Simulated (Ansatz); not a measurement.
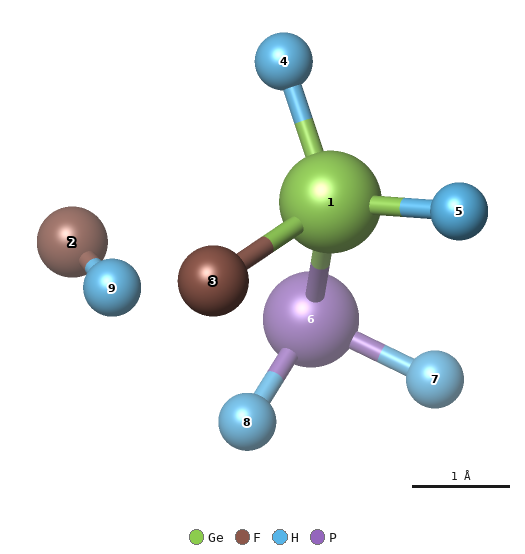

**Figure 1.** The input geometry (ball-and-stick view, seen at a tilt; atoms are numbered from 1 in the order of the input). Sticks mark near contacts. Bond lengths as drawn: F–Ge 1.79 Å, F–H 0.93 Å, Ge–H 1.54 Å, Ge–P 2.29 Å and H–P 1.43 to 1.44 Å.

# Geometry relaxation, with input and output: GePH$_{5}$F$_{2}$ (part 1 of 2)

System: GePH$_{5}$F$_{2}$.
Method: RKS B3LYP/def2-SVP (Ansatz 0.2.0).

It belongs to a series of runs on one base structure; here: end point B relaxed. Figures and captions count atoms from 1; the log counts them from 0 in places.

Input file
```yaml
crystal:
  periodic: [false, false, false]
  atoms:
    - { symbol: Ge, position_ang: [-0.684065, -0.006898, -0.363474] }
    - { symbol: F, position_ang: [-0.39077, 0.972585, 2.3323] }
    - { symbol: F, position_ang: [0.517092, -0.770482, 0.728729] }
    - { symbol: H, position_ang: [-0.122242, 1.396028, -0.642414] }
    - { symbol: H, position_ang: [-0.686406, -0.873349, -1.640577] }
    - { symbol: P, position_ang: [-2.551409, -0.05576, 0.957387] }
    - { symbol: H, position_ang: [-3.180541, -1.064665, 0.150208] }
    - { symbol: H, position_ang: [-1.963981, -1.041016, 1.81108] }
    - { symbol: H, position_ang: [-0.141978, 0.131457, 2.019461] }
basis:
  gaussian: { orbitals: def2-SVP }
hamiltonian:
  xc: b3lyp
relax:
  f_tol: 0.03
  max_steps: 50
```

Run as:
```bash
ansatz run input.yaml --threads 2 --pin off --max-ram 3072MiB --backend cpu --events-out ev --progress --plain --runs-dir out
```

Log
```
The last accepted step is kept in [file] (removed where the run ends without a failure and the disk answers)
Engine: ansatz 0.2.0, aarch64-unknown-linux-gnu
Functional definition: B3LYP
  parameter a0 = 0.2
  parameter ax = 0.72
  parameter ac = 0.81
  exchange = (1 - a0 - ax)*slater_x + ax*b88_x + a0*exact_x
  correlation = (1 - ac)*vwn_rpa_c + ac*lyp_c
1066 factors; integrals over basis functions are off by at most 4.8e-4 eV
mean field evaluation 1: about -71307.6047 eV, gradient 4.4e1 eV
mean field evaluation 2: about -71303.5081 eV, gradient 6.9e1 eV
mean field evaluation 4: about -71310.4818 eV, gradient 2.5e0 eV
mean field evaluation 8: about -71310.4983 eV, gradient 1.1e-1 eV
mean field -71310.49832156 eV, -2620.6124773256 hartree, gradient 4.7e-5 eV, S^2 0.000000; 0 other end points of the search recorded, 0 dependent functions left out
the calculation of the forces begins
reference -71310.49854899 eV, -2620.6124856835 hartree; 35, 35 occupied and 68, 68 virtual orbitals, 1066 factors
relax step   1: F+E_penalty+E_count = -71310.49832156 eV  Δ(F+E_penalty+E_count) = +0.000e0 eV  max|allowed force component| = 9.598e-1 eV/Å  Δτ_max = 0.0000 Å  (25 SCF iters, accepted)
these checks for a lower state are left out or cut short: starts, cluster_reference, orbital_swaps, neighbouring_geometries, increment
1066 factors; integrals over basis functions are off by at most 5.4e-4 eV
mean field evaluation 16: about -71310.4438 eV, gradient 8.3e0 eV
mean field -71310.64154249 eV, -2620.6177405976 hartree, gradient 1.8e-5 eV, S^2 0.000000; 0 other end points of the search recorded, 0 dependent functions left out
[... from here on the field's lines of each further geometry are left out, up to the last ...]
relax step   2: F+E_penalty+E_count = -71310.64154249 eV  Δ(F+E_penalty+E_count) = -1.432e-1 eV  max|allowed force component| = 7.156e-1 eV/Å  Δτ_max = 0.1950 Å  (29 SCF iters, accepted)
relax step   3: F+E_penalty+E_count = -71310.69413080 eV  Δ(F+E_penalty+E_count) = -5.259e-2 eV  max|allowed force component| = 7.685e-1 eV/Å  Δτ_max = 0.1942 Å  (28 SCF iters, accepted)
relax step   4: F+E_penalty+E_count = -71310.65111135 eV  Δ(F+E_penalty+E_count) = +4.302e-2 eV  max|allowed force component| = 4.814e-1 eV/Å  Δτ_max = 0.2000 Å  (29 SCF iters, rejected (line search))
relax step   5: F+E_penalty+E_count = -71310.72114645 eV  Δ(F+E_penalty+E_count) = -2.702e-2 eV  max|allowed force component| = 1.314e-1 eV/Å  Δτ_max = 0.0972 Å  (25 SCF iters, accepted)
relax step   6: F+E_penalty+E_count = -71310.72048453 eV  Δ(F+E_penalty+E_count) = +6.619e-4 eV  max|allowed force component| = 1.796e-1 eV/Å  Δτ_max = 0.0999 Å  (25 SCF iters, rejected (line search))
relax step   7: F+E_penalty+E_count = -71310.72562469 eV  Δ(F+E_penalty+E_count) = -4.478e-3 eV  max|allowed force component| = 3.330e-2 eV/Å  Δτ_max = 0.0495 Å  (25 SCF iters, accepted)
relax step   8: F+E_penalty+E_count = -71310.72820377 eV  Δ(F+E_penalty+E_count) = -2.579e-3 eV  max|allowed force component| = 6.568e-2 eV/Å  Δτ_max = 0.0500 Å  (24 SCF iters, accepted)
relax step   9: F+E_penalty+E_count = -71310.73233302 eV  Δ(F+E_penalty+E_count) = -4.129e-3 eV  max|allowed force component| = 1.769e-1 eV/Å  Δτ_max = 0.0748 Å  (25 SCF iters, accepted)
relax step  10: F+E_penalty+E_count = -71310.73726911 eV  Δ(F+E_penalty+E_count) = -4.936e-3 eV  max|allowed force component| = 4.250e-1 eV/Å  Δτ_max = 0.1097 Å  (25 SCF iters, accepted)
relax step  11: F+E_penalty+E_count = -71310.74133134 eV  Δ(F+E_penalty+E_count) = -4.062e-3 eV  max|allowed force component| = 6.495e-1 eV/Å  Δτ_max = 0.1462 Å  (28 SCF iters, accepted)
relax step  12: F+E_penalty+E_count = -71310.74510673 eV  Δ(F+E_penalty+E_count) = -3.775e-3 eV  max|allowed force component| = 8.573e-1 eV/Å  Δτ_max = 0.1943 Å  (26 SCF iters, accepted)
relax step  13: F+E_penalty+E_count = -71310.78505498 eV  Δ(F+E_penalty+E_count) = -3.995e-2 eV  max|allowed force component| = 3.180e-1 eV/Å  Δτ_max = 0.2000 Å  (27 SCF iters, accepted)
relax step  14: F+E_penalty+E_count = -71310.81923686 eV  Δ(F+E_penalty+E_count) = -3.418e-2 eV  max|allowed force component| = 1.680e-1 eV/Å  Δτ_max = 0.2000 Å  (26 SCF iters, accepted)
relax step  15: F+E_penalty+E_count = -71310.83047671 eV  Δ(F+E_penalty+E_count) = -1.124e-2 eV  max|allowed force component| = 6.312e-2 eV/Å  Δτ_max = 0.1588 Å  (27 SCF iters, accepted)
relax step  16: F+E_penalty+E_count = -71310.83185026 eV  Δ(F+E_penalty+E_count) = -1.374e-3 eV  max|allowed force component| = 7.780e-2 eV/Å  Δτ_max = 0.0589 Å  (25 SCF iters, accepted)
the calculation of the forces begins
reference -71310.83270771 eV, -2620.6247657897 hartree; 35, 35 occupied and 68, 68 virtual orbitals, 1066 factors
relax step  17: F+E_penalty+E_count = -71310.83247603 eV  Δ(F+E_penalty+E_count) = -6.258e-4 eV  max|allowed force component| = 2.227e-2 eV/Å  Δτ_max = 0.0213 Å  (25 SCF iters, accepted)
1066 factors; integrals over basis functions are off by at most 5.9e-4 eV
mean field evaluation 128: about -71310.8325 eV, gradient 4.6e-5 eV
```

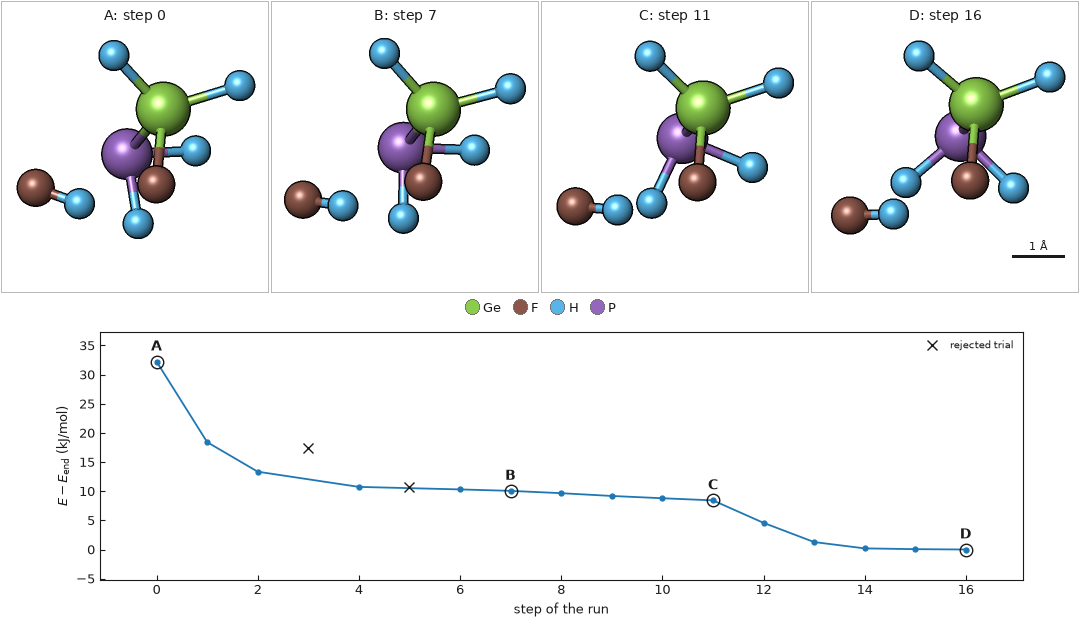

**Figure 2.** Frames of the relaxation (ball-and-stick view, seen at a tilt) above the curves, on which the letters mark them (the first geometry is step 0 here and step 1 in the log).

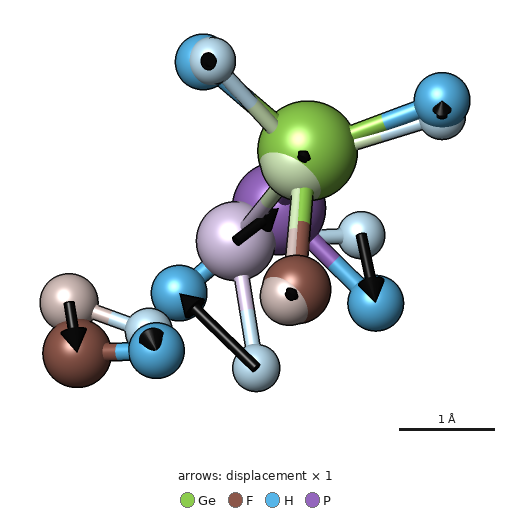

**Figure 3.** Start (faint) and end (solid) with the displacements as black arrows, at true length (ball-and-stick view, seen at a tilt). The two geometries are laid on each other by the best rigid fit. After 16 geometry steps the energy has fallen by 32.2 kJ/mol. The largest force component goes from 0.96 to 0.022 eV/Å. The line search rejected the trial steps at points 3, 5 (counted from 0) and went back. H8 moves most after the best rigid fit: 1.20 Å. Largest moves by element: H 1.20 Å, P 0.64 Å, F 0.56 Å, Ge 0.12 Å. Among the contacts that change: Ge1–P6 2.288 → 2.322 Å, F2–H9 0.931 → 0.943 Å, P6–H7 1.437 → 1.429 Å. Among the angles that change: F3–Ge1–P6 100.7° → 109.5°, H5–Ge1–P6 117.7° → 113.2°, H7–P6–H8 91.8° → 94.3°. (Atoms are counted from 1 in the order of the input.)

```
mean field -71310.83247603 eV, -2620.6247572758 hartree, gradient 8.5e-5 eV, S^2 0.000000; 1 other end points of the search recorded, 0 dependent functions left out
the calculation of the forces begins
reference -71310.83270771 eV, -2620.6247657897 hartree; 35, 35 occupied and 68, 68 virtual orbitals, 1066 factors
Total energy: -71310.83270771 eV, -2620.6247657897 hartree
Atom 0 at    -0.767595     0.021214    -0.458765 Å, force     0.007698    -0.005177     0.002241 eV/Å
Atom 1 at    -0.168566     0.548667     2.680457 Å, force     0.006323    -0.009579    -0.010044 eV/Å
Atom 2 at     0.437362    -0.774878     0.610793 Å, force    -0.004410    -0.001518    -0.009935 eV/Å
Atom 3 at    -0.302954     1.484540    -0.536155 Å, force     0.001180     0.003924    -0.000453 eV/Å
Atom 4 at    -0.594500    -0.721786    -1.796458 Å, force    -0.000427    -0.000087    -0.003013 eV/Å
Atom 5 at    -2.890938    -0.215718     0.451885 Å, force    -0.011147    -0.006186     0.004325 eV/Å
Atom 6 at    -2.762896    -1.634939     0.562555 Å, force     0.000425     0.000758    -0.003501 eV/Å
Atom 7 at    -2.381231     0.040784     1.759846 Å, force     0.007912     0.004615    -0.001891 eV/Å
Atom 8 at     0.227018    -0.059985     2.078541 Å, force    -0.007554     0.013248     0.022271 eV/Å
Dipole moment:    -0.174062    -0.114600    -0.477222 e Å
```

Trajectory as extended XYZ (Å, eV, eV/Å), 17 frames, from step=1 to step=17
```
9
Properties=species:S:1:pos:R:3:forces:R:3 step=1 energy=-71310.49832
Ge   -0.6841   -0.0069   -0.3635    0.4592   0.0256  -0.4285
F    -0.3908    0.9726    2.3323   -0.1552   0.4703   0.3517
F     0.5171   -0.7705    0.7287   -0.0107  -0.0294  -0.0069
H    -0.1222    1.3960   -0.6424   -0.0090  -0.0025  -0.0347
H    -0.6864   -0.8733   -1.6406   -0.0050  -0.0225   0.0366
P    -2.5514   -0.0558    0.9574   -0.9598  -0.1964   0.0638
H    -3.1805   -1.0647    0.1502   -0.0385   0.0510   0.0214
H    -1.9640   -1.0410    1.8111   -0.0348   0.0574  -0.0607
H    -0.1420    0.1315    2.0195    0.7537  -0.3535   0.0573
9
Properties=species:S:1:pos:R:3:forces:R:3 step=2 energy=-71310.64154
Ge   -0.6896   -0.0098   -0.3711   -0.0131   0.0546  -0.0087
F    -0.3955    0.9699    2.3766    0.4161  -0.6932  -0.0981
F     0.5215   -0.7585    0.7239   -0.0172   0.0312   0.0590
H    -0.1294    1.3931   -0.6554   -0.0112   0.0007  -0.0190
H    -0.6870   -0.8850   -1.6401    0.0323  -0.0467   0.0046
P    -2.6294   -0.0684    0.9243   -0.1690  -0.1083  -0.0311
H    -3.2300   -1.0907    0.1219   -0.0422  -0.0273  -0.0508
H    -2.0011   -1.0274    1.7812   -0.1165   0.0734  -0.0370
H     0.0362    0.1647    2.0914   -0.0792   0.7156   0.1810
9
Properties=species:S:1:pos:R:3:forces:R:3 step=3 energy=-71310.69413
Ge   -0.7070   -0.0204   -0.3586    0.0677   0.0212   0.0428
F    -0.3603    0.9219    2.4551    0.7324  -0.7685  -0.3481
F     0.5618   -0.7050    0.7188   -0.0861   0.0356   0.0465
H    -0.1611    1.3835   -0.6678   -0.0658   0.0314  -0.0175
H    -0.6778   -0.9160   -1.6148    0.0239  -0.0359   0.0172
P    -2.6898   -0.0801    0.8835   -0.0200  -0.0777   0.0137
H    -3.2785   -1.0981    0.0651    0.0104  -0.0028  -0.0441
H    -2.1079   -1.0348    1.7743   -0.0511   0.0738  -0.0193
H     0.2163    0.2370    2.0970   -0.6114   0.7228   0.3087
```
